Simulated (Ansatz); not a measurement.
**BH₃N₂Si (SMILES [NH2+]=[BH-][N+]#[Si-]): density, localisation and related maps**

```xyz
7

B    -1.8585   -0.9069    1.0076
N    -1.6575   -0.9773    2.4214
N    -1.3227    0.1377    0.2443
Si   -1.4727   -1.1112    3.9766
H    -1.4527    0.2062   -0.7549
H    -0.7740    0.8845    0.6505
H    -2.5049   -1.7606    0.4334
```

Geometry: PBE0-D3(BJ)/def2-SVP.

Method: isolated molecule in a Gaussian basis; Kohn-Sham density functional theory, functional PBE0 in Ansatz 0.2.0.

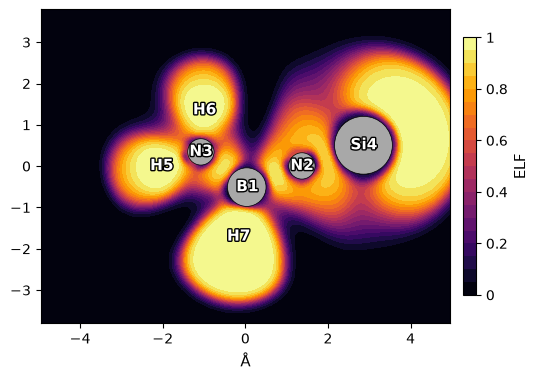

Figure 1. ELF on the molecular plane. Grey discs cover the atomic cores.

What do the fields say about this system?

Answer. The plane passes through B, N, Si and H nuclei.
B–N (1.40 Å): the ELF peaks at about 0.90 between the atoms (a short, strongly polar bond).
Si–N (1.57 Å): the ELF peaks at about 0.85 between the atoms (a polar covalent bond).
N–H (1.01 Å): the ELF climbs to about 1 towards the hydrogen, as it does in any bond to H (a covalent bond by its length).
B–H (1.22 Å): the ELF climbs to about 1 towards the hydrogen: a covalent bond by its length.
The ELF also peaks beside Si4, away from the bonds: lone-pair regions.

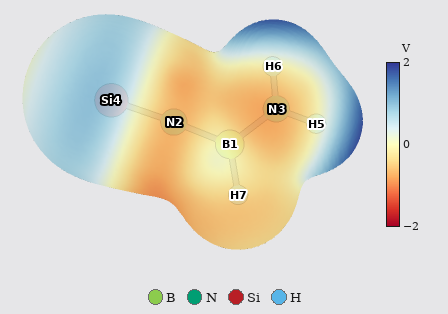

Figure 2. The electrostatic potential painted on the density surface at 0.002 e/bohr³, seen across its widest extent; red is negative and blue positive.

Which sites attract a positive test charge, and which a negative one?

Answer. A positive charge is drawn to the negative regions and a negative charge to the positive ones. The most negative region (about −0.9 V, or −21 kcal/mol for a unit charge) lies over N2, the most positive (about +1.8 V, or +42 kcal/mol for a unit charge) over H5 and H6.

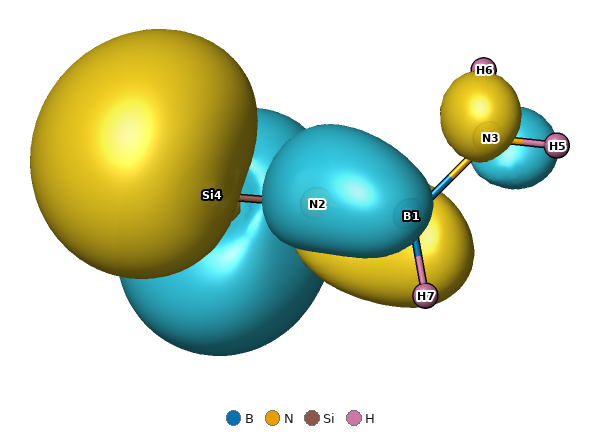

Figure 3. The LUMO at ±0.08 Å⁻³ᐟ² (yellow and cyan are the two phases), seen at a tilt.

Where does this orbital lie, and at what energy?

Answer. It lies mainly on Si4 (about 75 %), N2 (about 10 %) and B1 (about 5 %); it changes sign across the molecular plane (π type); π-bonding across B1–N2. Its energy is −1.73 eV.
